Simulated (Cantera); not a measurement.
Input: 1 mol Al2O3, 2.9 mol HCl, 4.6 mol N2, held at 1.00 bar.

Equilibrium computed with Cantera from the NASA thermochemical tables; the gas is ideal and each condensed phase is pure. Candidate condensed phases: Al, AlCl3, AlN, Al2O3, H2O, NH4Cl; 45 gas species. Condensed phases not in the tables: AlOCl. Equilibrium is a limit: real reactors are often held back by kinetics, nucleation or transport.

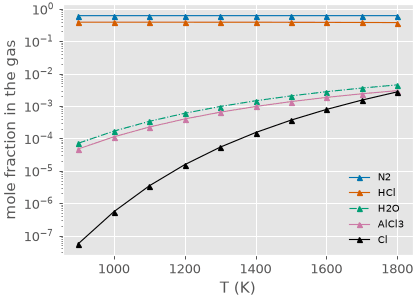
Equilibrium gas composition (values under 1e-9 drawn at 1e-9)

Q: Read off the mole fractions at 1100 K.

A: N2 about 0.61, HCl about 0.39, H2O about 0.00034, AlCl3 about 0.00022, Cl about 3.4e-6.
